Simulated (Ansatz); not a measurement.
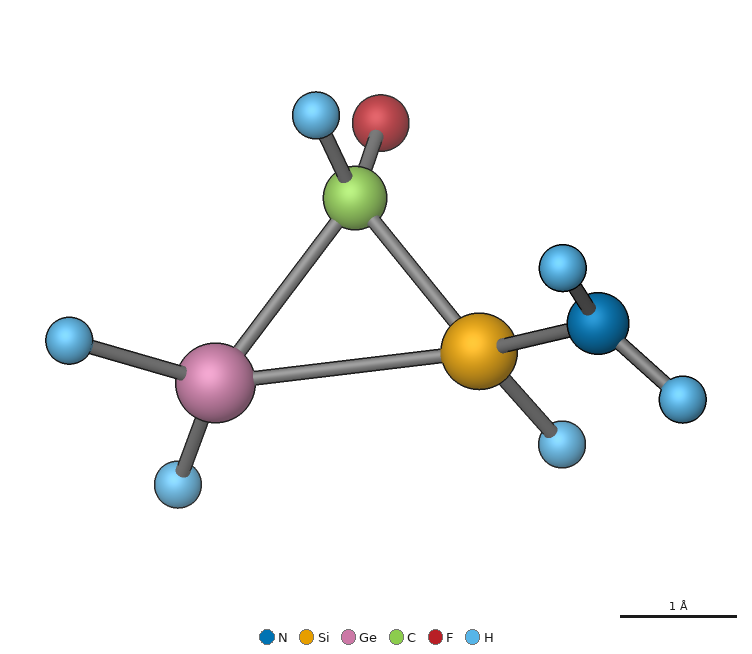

A ball-and-stick model of a molecule.

What is the molecular formula?

CH₆FGeNSi, 11 atoms: 1 carbon, 6 hydrogen, 1 fluorine, 1 germanium, 1 nitrogen and 1 silicon.

Give the symmetry (Schoenflies symbol).

C1.

Name some functional groups or characteristic bonds that it holds.

Among them: C–F bond, Si–H bond, Si–N bond.

The parts below concern this one geometry. Atoms keep their numbers from picture to picture. Computed geometry: PBE0-D4/def2-TZVP optimisation. No frequency run is at hand to confirm it as a minimum.

**Levels of theory compared**

No frequency run is at hand to confirm it as a minimum. Program: Ansatz 0.2.0.

At this fixed geometry, give HOMO–LUMO gap (eV) at these levels: B3LYP-D4/def2-TZVPP; PBE-D4/def2-TZVPP; PBE0-D4/def2-TZVPP; r2SCAN-D4/def2-TZVPP; ωB97M-V/def2-TZVPP; ωB97X-V/def2-TZVPP.

| level | HOMO–LUMO gap (eV) |
| --- | --- |
| B3LYP-D4/def2-TZVPP | 5.67 |
| PBE-D4/def2-TZVPP | 4.16 |
| PBE0-D4/def2-TZVPP | 6.06 |
| r2SCAN-D4/def2-TZVPP | 4.65 |
| ωB97M-V/def2-TZVPP | 9.82 |
| ωB97X-V/def2-TZVPP | 10.25 |

**Dipole moment**

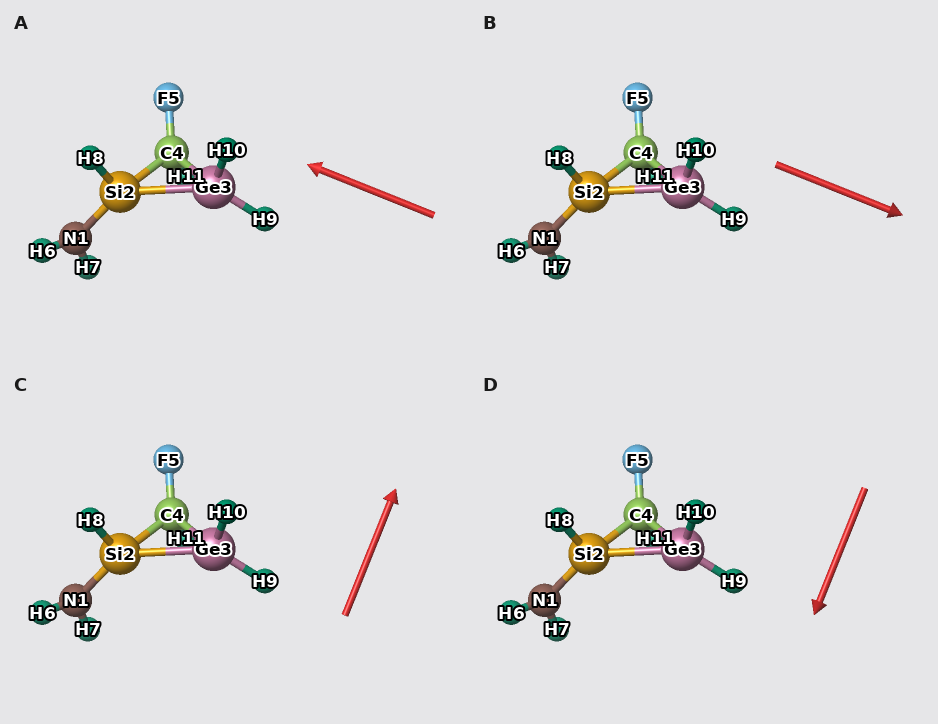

The same molecule four times, each with an arrow. No frequency run is at hand to confirm it as a minimum. Level of theory: RKS PBE0-D4/def2-TZVP (Ansatz 0.2.0).

Which arrow points along the dipole moment, from the negative to the positive end?

D. The dipole moment is 3.24 D; it points from the side of F5 to the side of H6, H7 (the outermost atoms at the two ends).

**Charges**

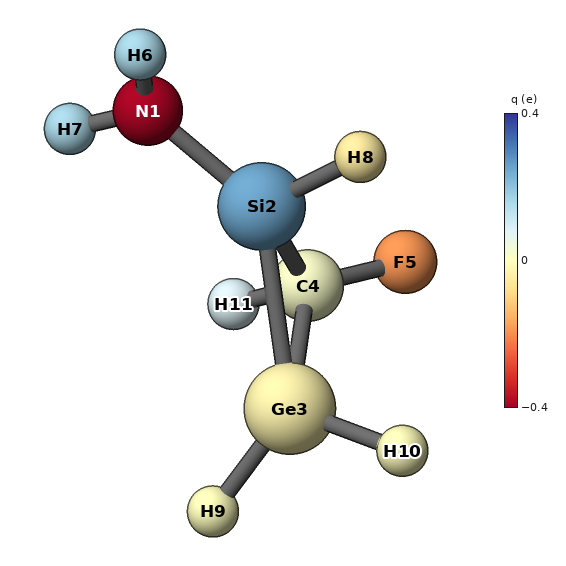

Atoms are coloured by their Mulliken charges. No frequency run is at hand to confirm it as a minimum. Method: RKS PBE-D4/def2-TZVPP (Ansatz 0.2.0).

List the Mulliken charges.

| atom | value (e) |
| --- | --- |
| N1 | −0.38 |
| Si2 | 0.25 |
| Ge3 | −0.03 |
| C4 | 0.01 |
| F5 | −0.19 |
| H6 | 0.16 |
| H7 | 0.16 |
| H8 | −0.05 |
| H9 | 0.00 |
| H10 | 0.00 |
| H11 | 0.08 |

Mulliken values depend strongly on the basis set and can even reverse the polarity of a bond.
